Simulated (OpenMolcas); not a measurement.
# Eu³⁺: multiconfigurational calculation

- system: Eu³⁺.
- method: state-averaged SS-CASPT2, IPEA shift 0.25, imaginary shift 0.1 hartree, closed shells 5s 5p correlated, active space 6 electrons in the shell 4f, basis ANO-RCC-VTZP, DKH2 scalar Hamiltonian, spin-orbit coupling by RASSI with atomic mean-field integrals (OpenMolcas)

### Results in brief

| quantity | value |
| --- | --- |
| outcome | converged |
| lowest level | 4f⁶ ⁷F₀ |
| first excited level | 4f⁶ ⁷F₁, 429 cm⁻¹ |
| energy of the lowest spin-free term | −10833.99655 hartree |
| energy of the lowest spin-orbit level | −10834.01635 hartree |
| CASPT2 correlation energy | −0.4638 hartree |
| largest spread among components of a term | 181.2 cm⁻¹ |
| lowest reference weight | 0.909 |
| hardware | 1 thread of Arm Neoverse V2, 128 GiB of memory available, shared host |
| wall time | 4.3 min |

### Remarks

The components of ¹Q, which symmetry makes degenerate, are split by 181 cm⁻¹ in CASPT2, and those of 15 more by over 50 cm⁻¹. This is an artefact; the levels of such states rest on averages and are uncertain by about as much. The run is of multi-state type; this report uses its single-state energies. Caveats: only configurations of the active space are included; spin-free states above about 57,000 cm⁻¹ are left out of the spin-orbit step.

### Input
```
&GATEWAY
Coord
1

Eu 0.0 0.0 0.0
Basis=ANO-RCC-VTZP
Group=XYZ
NoMove
AngMom=0.0 0.0 0.0
AMFI
&SEWARD
&RASSCF
FileOrb=start.orb
Symmetry=1
Spin=7
nActEl=6 0 0
Inactive=15 12
Ras2=0 7
CIRoot=7 7 1
SDav=7
CIMx=300
Iter=120 100
PrWF=0.3
OrbListing=Nothing
MaxOrb=0
Atom
>>> COPY $Project.JobIph JOB001
&RASSCF
FileOrb=start.orb
Symmetry=1
Spin=5
nActEl=6 0 0
Inactive=15 12
Ras2=0 7
CIRoot=140 140 1
SDav=140
CIMx=300
Iter=120 100
PrWF=0.3
OrbListing=Nothing
MaxOrb=0
Atom
>>> COPY $Project.JobIph JOB002
&RASSCF
FileOrb=start.orb
Symmetry=1
Spin=3
nActEl=6 0 0
Inactive=15 12
Ras2=0 7
CIRoot=272 272 1
SDav=588
CIMx=300
Iter=120 100
PrWF=0.3
OrbListing=Nothing
MaxOrb=0
Atom
CIOnly
>>> COPY $Project.JobIph JOB003
&RASSCF
FileOrb=start.orb
Symmetry=1
Spin=1
nActEl=6 0 0
Inactive=15 12
Ras2=0 7
CIRoot=272 272 1
SDav=490
CIMx=300
Iter=120 100
PrWF=0.3
OrbListing=Nothing
MaxOrb=0
Atom
CIOnly
>>> COPY $Project.JobIph JOB004
&RASSI
NrOfJobIphs=4 7 105 141 47
1 2 3 4 5 6 7
1 2 3 4 5 6 7 8 9 10 11 12 13 14 15 16 17 18 19 20 21 22 23 24 25 26 27
28 29 30 31 32 33 34 35 36 37 38 39 40 41 42 43 44 45 46 47 48 49 50 51
52 53 54 55 56 57 58 59 60 61 62 63 64 65 66 67 68 69 70 71 72 73 74 75
76 77 78 79 80 81 82 83 84 85 86 87 88 89 90 91 92 93 94 95 96 97 98 99
100 101 102 103 104 105
1 2 3 4 5 6 7 8 9 10 11 12 13 14 15 16 17 18 19 20 21 22 23 24 25 26 27
28 29 30 31 32 33 34 35 36 37 38 39 40 41 42 43 44 45 46 47 48 49 50 51
52 53 54 55 56 57 58 59 60 61 62 63 64 65 66 67 68 69 70 71 72 73 74 75
76 77 78 79 80 81 82 83 84 85 86 87 88 89 90 91 92 93 94 95 96 97 98 99
100 101 102 103 104 105 106 107 108 109 110 111 112 113 114 115 116 117
118 119 120 121 122 123 124 125 126 127 128 129 130 131 132 133 134 135
136 137 138 139 140 141
1 2 3 4 5 6 7 8 9 10 11 12 13 14 15 16 17 18 19 20 21 22 23 24 25 26 27
28 29 30 31 32 33 34 35 36 37 38 39 40 41 42 43 44 45 46 47
IphNames
JOB001
JOB002
JOB003
JOB004
EJob
SpinOrbit
DIPRint=1.0
SOCoupling=1000.0
Subsets=2
Property=9
'ANGMOM' 1 'ANGMOM' 2 'ANGMOM' 3 'MLTPL  1' 1 'MLTPL  1' 2 'MLTPL  1' 3
'AMFI' 1 'AMFI' 2 'AMFI' 3
SOProperty=3
'ANGMOM' 1 'ANGMOM' 2 'ANGMOM' 3
>>> COPY JOB001 $Project.JobIph
&CASPT2
Multistate=7 1 2 3 4 5 6 7
Frozen=14 9
IPEA=0.25
Imaginary=0.1
MaxIter=60
WThr=0.0 0.3 0.05
PrWF=0.5
NoMix
>>> COPY JOB002 $Project.JobIph
&CASPT2
Multistate=105 1 2 3 4 5 6 7 8 9 10 11 12 13 14 15 16 17 18 19 20 21 22
23 24 25 26 27 28 29 30 31 32 33 34 35 36 37 38 39 40 41 42 43 44 45 46
47 48 49 50 51 52 53 54 55 56 57 58 59 60 61 62 63 64 65 66 67 68 69 70
71 72 73 74 75 76 77 78 79 80 81 82 83 84 85 86 87 88 89 90 91 92 93 94
95 96 97 98 99 100 101 102 103 104 105
NoMult
Frozen=14 9
IPEA=0.25
Imaginary=0.1
MaxIter=60
WThr=0.0 0.3 0.05
PrWF=0.5
NoMix
>>> COPY JOB003 $Project.JobIph
&CASPT2
Multistate=141 1 2 3 4 5 6 7 8 9 10 11 12 13 14 15 16 17 18 19 20 21 22
23 24 25 26 27 28 29 30 31 32 33 34 35 36 37 38 39 40 41 42 43 44 45 46
47 48 49 50 51 52 53 54 55 56 57 58 59 60 61 62 63 64 65 66 67 68 69 70
71 72 73 74 75 76 77 78 79 80 81 82 83 84 85 86 87 88 89 90 91 92 93 94
95 96 97 98 99 100 101 102 103 104 105 106 107 108 109 110 111 112 113
114 115 116 117 118 119 120 121 122 123 124 125 126 127 128 129 130 131
132 133 134 135 136 137 138 139 140 141
NoMult
Frozen=14 9
IPEA=0.25
Imaginary=0.1
MaxIter=60
WThr=0.0 0.3 0.05
PrWF=0.5
NoMix
>>> COPY JOB004 $Project.JobIph
&CASPT2
Multistate=47 1 2 3 4 5 6 7 8 9 10 11 12 13 14 15 16 17 18 19 20 21 22
23 24 25 26 27 28 29 30 31 32 33 34 35 36 37 38 39 40 41 42 43 44 45 46
47
Frozen=14 9
IPEA=0.25
Imaginary=0.1
MaxIter=60
WThr=0.0 0.3 0.05
PrWF=0.5
NoMix
```

The file start.orb holds starting orbitals from an earlier step. A driver script formed the levels outside the program, from RASSI's spin-orbit matrix and the CASPT2 energies (for multi-state variants, the effective Hamiltonian), averaged over the components of each term or state. The log and the time are those of the CASPT2 step.

Run as:
```bash
OMP_NUM_THREADS=1 MOLCAS_MEM=2252 MOLCAS_PROJECT=a pymolcas a.inp > a.log  # once for each step of the input, in one work folder
```

### The program's output (extracts)
```
--- CASPT2 ---
Orbital specifications:
      -----------------------

      Symmetry species                           1   2
                                                ag  au
      Frozen orbitals                           14   9
      Inactive orbitals                          1   3
      Active orbitals                            0   7
      Secondary orbitals                        36  34
      Deleted orbitals                           0   0
      Number of basis functions                 51  53
Type of calculation                        MS-CASPT2
      Fock operator                              state-specific
      IPEA shift                                 0.25
      Real shift                                 0.00
      Imaginary shift                            0.10
      The input orbitals will be transformed to quasi-canonical
Reference energy:      -10833.5327179609
      E2 (Non-variational):      -0.4635967050
      Shift correction:          -0.0002519513
      E2 (Variational):          -0.4638486563
      Total energy:          -10833.9965666172
      Residual norm:              0.0000001929
      Reference weight:           0.91636
      Contributions to the CASPT2 correlation energy
      Active & Virtual Only:         -0.1018858822
      One Inactive Excited:          -0.1886737598
      Two Inactive Excited:          -0.1730370630
Reference energy:      -10833.5327179609
      E2 (Non-variational):      -0.4636181837
      Shift correction:          -0.0002524232
      E2 (Variational):          -0.4638706069
      Total energy:          -10833.9965885677
      Residual norm:              0.0000002176
      Reference weight:           0.91633
      Contributions to the CASPT2 correlation energy
      Active & Virtual Only:         -0.1018967735
      One Inactive Excited:          -0.1886878081
      Two Inactive Excited:          -0.1730336021
::    CASPT2 Root  1     Total energy: -10833.99656662
::    CASPT2 Root  2     Total energy: -10833.99658857
::    CASPT2 Root  3     Total energy: -10833.99649132
::    CASPT2 Root  4     Total energy: -10833.99652238
::    CASPT2 Root  5     Total energy: -10833.99661466
::    CASPT2 Root  6     Total energy: -10833.99664483
::    CASPT2 Root  7     Total energy: -10833.99644033
::    MS-CASPT2 Root  1     Total energy: -10833.99664606
::    MS-CASPT2 Root  2     Total energy: -10833.99661525
::    MS-CASPT2 Root  3     Total energy: -10833.99659044
::    MS-CASPT2 Root  4     Total energy: -10833.99656724
::    MS-CASPT2 Root  5     Total energy: -10833.99652119
::    MS-CASPT2 Root  6     Total energy: -10833.99649033
::    MS-CASPT2 Root  7     Total energy: -10833.99643820
--- CASPT2 ---
Orbital specifications:
      -----------------------

      Symmetry species                           1   2
                                                ag  au
      Frozen orbitals                           14   9
      Inactive orbitals                          1   3
      Active orbitals                            0   7
      Secondary orbitals                        36  34
      Deleted orbitals                           0   0
      Number of basis functions                 51  53
Type of calculation                        SS-CASPT2
      Fock operator                              state-specific
      IPEA shift                                 0.25
      Real shift                                 0.00
      Imaginary shift                            0.10
      The input orbitals will be transformed to quasi-canonical
Reference energy:      -10833.4224322395
      E2 (Non-variational):      -0.4800058412
      Shift correction:          -0.0002966133
      E2 (Variational):          -0.4803024545
      Total energy:          -10833.9027346939
      Residual norm:              0.0000001639
      Reference weight:           0.91108
      Contributions to the CASPT2 correlation energy
      Active & Virtual Only:         -0.1172128567
      One Inactive Excited:          -0.1888640606
      Two Inactive Excited:          -0.1739289240
Reference energy:      -10833.4224322394
      E2 (Non-variational):      -0.4799984022
      Shift correction:          -0.0002965989
      E2 (Variational):          -0.4802950012
      Total energy:          -10833.9027272406
      Residual norm:              0.0000001651
      Reference weight:           0.91108
      Contributions to the CASPT2 correlation energy
      Active & Virtual Only:         -0.1172126259
      One Inactive Excited:          -0.1888570395
      Two Inactive Excited:          -0.1739287368
::    CASPT2 Root  1     Total energy: -10833.90273469
::    CASPT2 Root  2     Total energy: -10833.90272724
::    CASPT2 Root  3     Total energy: -10833.90287187
::    CASPT2 Root  4     Total energy: -10833.90286195
::    CASPT2 Root  5     Total energy: -10833.90283944
::    CASPT2 Root  6     Total energy: -10833.87676965
::    CASPT2 Root  7     Total energy: -10833.87683774
::    CASPT2 Root  8     Total energy: -10833.87683899
::    CASPT2 Root  9     Total energy: -10833.87686260
::    CASPT2 Root 10     Total energy: -10833.87679825
::    CASPT2 Root 11     Total energy: -10833.87686287
::    CASPT2 Root 12     Total energy: -10833.87682050
::    CASPT2 Root 13     Total energy: -10833.87683402
::    CASPT2 Root 14     Total energy: -10833.87689562
::    CASPT2 Root 15     Total energy: -10833.87674237
::    CASPT2 Root 16     Total energy: -10833.87700917
::    CASPT2 Root 17     Total energy: -10833.87664613
::    CASPT2 Root 18     Total energy: -10833.87693853
::    CASPT2 Root 19     Total energy: -10833.87692688
::    CASPT2 Root 20     Total energy: -10833.87673420
::    CASPT2 Root 21     Total energy: -10833.87683293
::    CASPT2 Root 22     Total energy: -10833.87682501
::    CASPT2 Root 23     Total energy: -10833.88012350
::    CASPT2 Root 24     Total energy: -10833.88012770
::    CASPT2 Root 25     Total energy: -10833.88019903
::    CASPT2 Root 26     Total energy: -10833.88004717
::    CASPT2 Root 27     Total energy: -10833.88015720
::    CASPT2 Root 28     Total energy: -10833.87999509
::    CASPT2 Root 29     Total energy: -10833.88002716
::    CASPT2 Root 30     Total energy: -10833.88029271
--- CASPT2 ---
Orbital specifications:
      -----------------------

      Symmetry species                           1   2
                                                ag  au
      Frozen orbitals                           14   9
      Inactive orbitals                          1   3
      Active orbitals                            0   7
      Secondary orbitals                        36  34
      Deleted orbitals                           0   0
      Number of basis functions                 51  53
Type of calculation                        SS-CASPT2
      Fock operator                              state-specific
      IPEA shift                                 0.25
      Real shift                                 0.00
      Imaginary shift                            0.10
      The input orbitals will be transformed to quasi-canonical
Reference energy:      -10833.3302219364
      E2 (Non-variational):      -0.4873391016
      Shift correction:          -0.0003028184
      E2 (Variational):          -0.4876419199
      Total energy:          -10833.8178638564
      Residual norm:              0.0000000813
      Reference weight:           0.91021
      Contributions to the CASPT2 correlation energy
      Active & Virtual Only:         -0.1245479786
      One Inactive Excited:          -0.1877911955
      Two Inactive Excited:          -0.1749999275
Reference energy:      -10833.3302219364
      E2 (Non-variational):      -0.4873391482
      Shift correction:          -0.0003028183
      E2 (Variational):          -0.4876419665
      Total energy:          -10833.8178639029
      Residual norm:              0.0000000813
      Reference weight:           0.91021
      Contributions to the CASPT2 correlation energy
      Active & Virtual Only:         -0.1245480213
      One Inactive Excited:          -0.1877911994
      Two Inactive Excited:          -0.1749999275
::    CASPT2 Root  1     Total energy: -10833.81786386
::    CASPT2 Root  2     Total energy: -10833.81786390
::    CASPT2 Root  3     Total energy: -10833.81786394
::    CASPT2 Root  4     Total energy: -10833.78962162
::    CASPT2 Root  5     Total energy: -10833.78943097
::    CASPT2 Root  6     Total energy: -10833.78947113
::    CASPT2 Root  7     Total energy: -10833.78980775
::    CASPT2 Root  8     Total energy: -10833.78992904
::    CASPT2 Root  9     Total energy: -10833.78952341
::    CASPT2 Root 10     Total energy: -10833.78952480
::    CASPT2 Root 11     Total energy: -10833.78953998
::    CASPT2 Root 12     Total energy: -10833.78934524
::    CASPT2 Root 13     Total energy: -10833.78968168
::    CASPT2 Root 14     Total energy: -10833.78948000
::    CASPT2 Root 15     Total energy: -10833.78941449
::    CASPT2 Root 16     Total energy: -10833.78960753
::    CASPT2 Root 17     Total energy: -10833.78984041
::    CASPT2 Root 18     Total energy: -10833.78931413
::    CASPT2 Root 19     Total energy: -10833.78936906
::    CASPT2 Root 20     Total energy: -10833.78926661
::    CASPT2 Root 21     Total energy: -10833.78938052
::    CASPT2 Root 22     Total energy: -10833.78959720
::    CASPT2 Root 23     Total energy: -10833.78943094
::    CASPT2 Root 24     Total energy: -10833.78965707
::    CASPT2 Root 25     Total energy: -10833.78960544
::    CASPT2 Root 26     Total energy: -10833.78950249
::    CASPT2 Root 27     Total energy: -10833.79126991
::    CASPT2 Root 28     Total energy: -10833.79143879
::    CASPT2 Root 29     Total energy: -10833.79114306
::    CASPT2 Root 30     Total energy: -10833.79111192
--- CASPT2 ---
Orbital specifications:
      -----------------------

      Symmetry species                           1   2
                                                ag  au
      Frozen orbitals                           14   9
      Inactive orbitals                          1   3
      Active orbitals                            0   7
      Secondary orbitals                        36  34
      Deleted orbitals                           0   0
      Number of basis functions                 51  53
Type of calculation                        MS-CASPT2
      Fock operator                              state-specific
      IPEA shift                                 0.25
      Real shift                                 0.00
      Imaginary shift                            0.10
      The input orbitals will be transformed to quasi-canonical
Reference energy:      -10833.2885737238
      E2 (Non-variational):      -0.4893125434
      Shift correction:          -0.0003056393
      E2 (Variational):          -0.4896181827
      Total energy:          -10833.7781919064
      Residual norm:              0.0000000801
      Reference weight:           0.90985
      Contributions to the CASPT2 correlation energy
      Active & Virtual Only:         -0.1259723271
      One Inactive Excited:          -0.1882754666
      Two Inactive Excited:          -0.1750647496
Reference energy:      -10833.2842828887
      E2 (Non-variational):      -0.4626888228
      Shift correction:          -0.0002356491
      E2 (Variational):          -0.4629244719
      Total energy:          -10833.7472073606
      Residual norm:              0.0000001212
      Reference weight:           0.91720
      Contributions to the CASPT2 correlation energy
      Active & Virtual Only:         -0.1014794038
      One Inactive Excited:          -0.1886310832
      Two Inactive Excited:          -0.1725783358
::    CASPT2 Root  1     Total energy: -10833.77819191
::    CASPT2 Root  2     Total energy: -10833.74720736
::    CASPT2 Root  3     Total energy: -10833.74751368
::    CASPT2 Root  4     Total energy: -10833.74751021
::    CASPT2 Root  5     Total energy: -10833.74731345
::    CASPT2 Root  6     Total energy: -10833.74777897
::    CASPT2 Root  7     Total energy: -10833.74739343
::    CASPT2 Root  8     Total energy: -10833.74729316
::    CASPT2 Root  9     Total energy: -10833.74763550
::    CASPT2 Root 10     Total energy: -10833.74761913
::    CASPT2 Root 11     Total energy: -10833.74724261
::    CASPT2 Root 12     Total energy: -10833.74727698
::    CASPT2 Root 13     Total energy: -10833.74743248
::    CASPT2 Root 14     Total energy: -10833.74737627
::    CASPT2 Root 15     Total energy: -10833.74766548
::    CASPT2 Root 16     Total energy: -10833.74712780
::    CASPT2 Root 17     Total energy: -10833.74721417
::    CASPT2 Root 18     Total energy: -10833.74745356
::    CASPT2 Root 19     Total energy: -10833.74749521
::    CASPT2 Root 20     Total energy: -10833.74749277
::    CASPT2 Root 21     Total energy: -10833.74741008
::    CASPT2 Root 22     Total energy: -10833.74723409
::    CASPT2 Root 23     Total energy: -10833.74695321
::    CASPT2 Root 24     Total energy: -10833.74741602
::    CASPT2 Root 25     Total energy: -10833.74747351
::    CASPT2 Root 26     Total energy: -10833.74706191
::    CASPT2 Root 27     Total energy: -10833.75045039
::    CASPT2 Root 28     Total energy: -10833.75023362
::    CASPT2 Root 29     Total energy: -10833.75015571
::    CASPT2 Root 30     Total energy: -10833.75010048
```

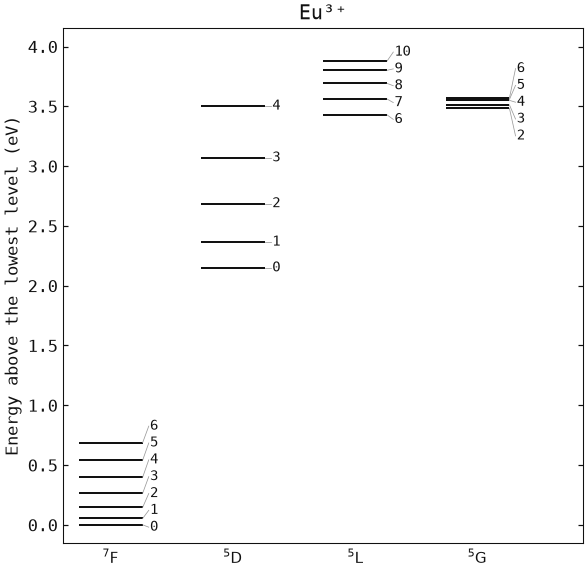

**Figure 1.** Level diagram of Eu IV (Eu³⁺). The lowest level is 4f⁶ ⁷F₀. The first excited level, 4f⁶ ⁷F₁, lies at 0.0531 eV. The ground term spreads over 0.687 eV in the order J = 0, 1, 2, 3, 4, 5, 6, a normal multiplet. All levels drawn have even parity, so no electric dipole line joins them. The leading LS term holds 90 % of a level on average. Spin-orbit coupling puts the ground level 0.539 eV below the lowest spin-free term.

| Configuration | Level | E (eV) | Landé g |
| --- | --- | --- | --- |
| 4f⁶ | ⁷F₀ | 0 | – |
| 4f⁶ | ⁷F₁ | 0.05314 | 1.500 |
| 4f⁶ | ⁷F₂ | 0.1458 | 1.499 |
| 4f⁶ | ⁷F₃ | 0.2639 | 1.498 |
| 4f⁶ | ⁷F₄ | 0.3977 | 1.497 |
| 4f⁶ | ⁷F₅ | 0.5404 | 1.496 |
| 4f⁶ | ⁷F₆ | 0.6872 | 1.495 |
| 4f⁶ | ⁵D₀ | 2.149 | – |
| 4f⁶ | ⁵D₁ | 2.365 | 1.495 |
| 4f⁶ | ⁵D₂ | 2.686 | 1.494 |
| 4f⁶ | ⁵D₃ | 3.069 | 1.491 |
| 4f⁶ | ⁵L₆ | 3.428 | 0.731 |
| 4f⁶ | ⁵G₂ | 3.484 | 0.353 |
| 4f⁶ | ⁵D₄ | 3.502 | 1.427 |
| 4f⁶ | ⁵G₃ | 3.513 | 0.886 |
| 4f⁶ | ⁵G₄ | 3.550 | 1.173 |
| 4f⁶ | ⁵G₅ | 3.558 | 1.229 |
| 4f⁶ | ⁵L₇ | 3.561 | 0.918 |
